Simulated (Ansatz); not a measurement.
## Two runs on HfClF3

System: HfClF3, SMILES [F][Hf]([F])([F])[Cl].
Method of the first run: RKS PBE0-D4/def2-TZVP (Ansatz 0.2.0).

Text and figures count atoms from 1; the logs count them from 0 in places.

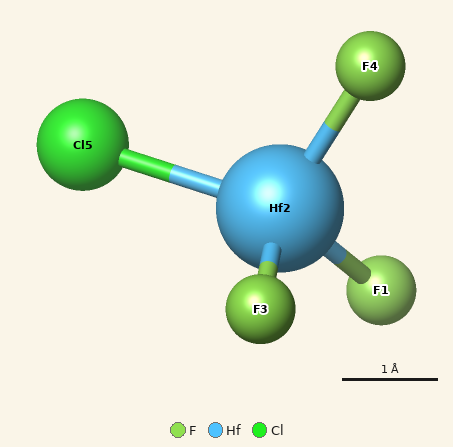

**Figure 1.** The structure (ball-and-stick view, seen at a tilt; atoms are numbered from 1 in the order of the input). Sticks mark near contacts. Bond lengths as drawn: Cl–Hf 2.34 Å and F–Hf 1.63 to 1.98 Å.

**Input, the first run**
```yaml
crystal:
  periodic: [false, false, false]
  atoms:
    - { symbol: F, position_ang: [-0.671774, -0.515704, 1.714341] }
    - { symbol: Hf, position_ang: [0.047834, -0.071377, -0.074843] }
    - { symbol: F, position_ang: [1.605767, -0.531876, -0.143105] }
    - { symbol: F, position_ang: [-0.929284, -1.028507, -1.380657] }
    - { symbol: Cl, position_ang: [-0.128525, 2.227932, -0.464151] }
basis:
  gaussian: { orbitals: def2-TZVP }
hamiltonian:
  xc: pbe0
  dispersion: d4
output:
  forces: true
```

Launched with:
```bash
ansatz run input.yaml --threads 1 --pin off --max-ram 2560MiB --backend cpu --events-out ev --progress --plain --runs-dir out
```

Hardware: 1 thread of Arm Neoverse V1, 24 GiB of memory available, shared host.

**Output (the first run)**
```
Engine: ansatz 0.2.0, aarch64-unknown-linux-gnu
Functional definition: PBE0
  parameter a = 0.25
  parameter kappa = 0.804
  parameter beta = 0.06672455060314922
  exchange = (1 - a)*pbe_x(kappa = kappa, mu = beta*pi^2/3) + a*exact_x
  correlation = pbe_c(beta = beta)
1129 factors; their error is unknown
mean field evaluation 1: about -21973.5976 eV, gradient 6.5e1 eV
mean field evaluation 2: about -21953.6955 eV, gradient 1.3e2 eV
mean field evaluation 4: about -21979.5140 eV, gradient 5.5e0 eV
mean field evaluation 8: about -21979.5550 eV, gradient 1.2e-1 eV
mean field evaluation 16: about -21979.6376 eV, gradient 8.2e-5 eV
mean field -21979.63763253 eV, -807.7367846621 hartree, gradient 8.2e-5 eV, S^2 0.000000; 0 other end points of the search recorded, 0 dependent functions left out
the calculation of the forces begins
reference -21979.63766670 eV, -807.7367859179 hartree; 28, 28 occupied and 142, 142 virtual orbitals, 1129 factors
Total energy: -21979.72293509 eV, -807.7399194733 hartree
Atom 0 at    -0.671774    -0.515704     1.714341 Å, force     0.708041     0.275729    -1.323857 eV/Å
Atom 1 at     0.047834    -0.071377    -0.074843 Å, force   -14.636233     3.804121     2.400856 eV/Å
Atom 2 at     1.605767    -0.531876    -0.143105 Å, force    13.805439    -4.084822    -0.650022 eV/Å
Atom 3 at    -0.929284    -1.028507    -1.380657 Å, force    -0.011778    -0.264474    -0.339885 eV/Å
Atom 4 at    -0.128525     2.227932    -0.464151 Å, force     0.134530     0.269447    -0.087091 eV/Å
Dipole moment:     0.379227    -0.106099    -0.107332 e Å
```

For the second run the input was changed thus:
```diff
-    - { symbol: F, position_ang: [1.605767, -0.531876, -0.143105] }
+    - { symbol: F, position_ang: [1.932493, -0.62845, -0.15742] }
```

How does the second run compare with the first run?

On the same kind of shared host the second run took about 58 times as long.

**Output (the second run)**
```
Engine: ansatz 0.2.0, aarch64-unknown-linux-gnu
Functional definition: PBE0
  parameter a = 0.25
  parameter kappa = 0.804
  parameter beta = 0.06672455060314922
  exchange = (1 - a)*pbe_x(kappa = kappa, mu = beta*pi^2/3) + a*exact_x
  correlation = pbe_c(beta = beta)
1129 factors; their error is unknown
mean field evaluation 1: about -21974.1772 eV, gradient 6.7e1 eV
mean field evaluation 2: about -21937.6626 eV, gradient 1.7e2 eV
mean field evaluation 4: about -21980.9457 eV, gradient 5.0e0 eV
mean field evaluation 8: about -21981.0696 eV, gradient 1.8e-1 eV
mean field evaluation 16: about -21981.0697 eV, gradient 5.9e-5 eV
mean field -21981.06966414 eV, -807.7894108529 hartree, gradient 5.9e-5 eV, S^2 0.000000; 0 other end points of the search recorded, 0 dependent functions left out
the calculation of the forces begins
reference -21981.06970032 eV, -807.7894121827 hartree; 28, 28 occupied and 142, 142 virtual orbitals, 1129 factors
Total energy: -21981.15153878 eV, -807.7924196904 hartree
Atom 0 at    -0.671774    -0.515704     1.714341 Å, force     0.718127     0.475590    -1.864319 eV/Å
Atom 1 at     0.047834    -0.071377    -0.074843 Å, force     0.937270    -0.976212     1.666783 eV/Å
Atom 2 at     1.932493    -0.628450    -0.157420 Å, force    -1.772693     0.539271     0.043367 eV/Å
Atom 3 at    -0.929284    -1.028507    -1.380657 Å, force     0.116736     0.153514     0.146772 eV/Å
Atom 4 at    -0.128525     2.227932    -0.464151 Å, force     0.000560    -0.192163     0.007397 eV/Å
Dipole moment:    -0.051738     0.071913    -0.096893 e Å
```

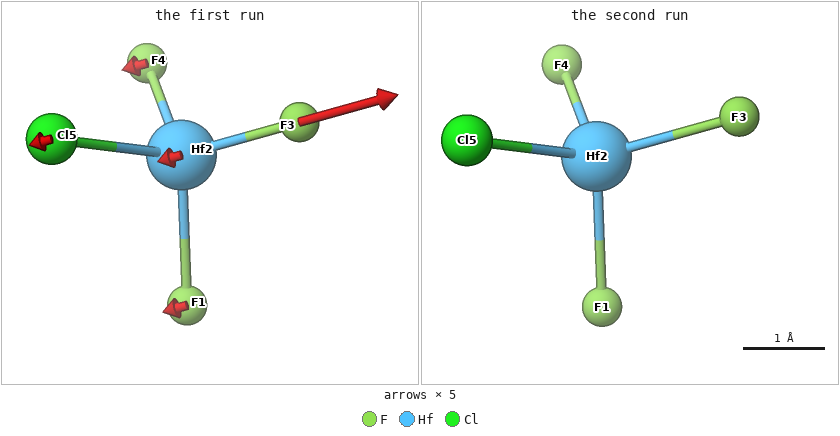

**Figure 2.** The two input geometries at one scale (ball-and-stick view, seen at a tilt). The red arrows on the first give the shifts of the atoms after the best rigid fit, magnified 5 times. The atom that moves furthest after the best rigid fit is F3 (0.27 Å). Largest moves by element: F 0.27 Å, Hf 0.07 Å, Cl 0.06 Å. Among the contacts that change: Hf2–F3 1.626 → 1.967 Å.

**The two runs side by side**

| quantity | the first run | the second run |
| --- | --- | --- |
| outcome | converged | converged |
| total energy (hartree) | −807.739919 | – |
| largest force (eV/Å) | 15.312 | – |
| basis functions | 170 | – |
| wall time (shared host) | 7.6 s | 7.4 min |
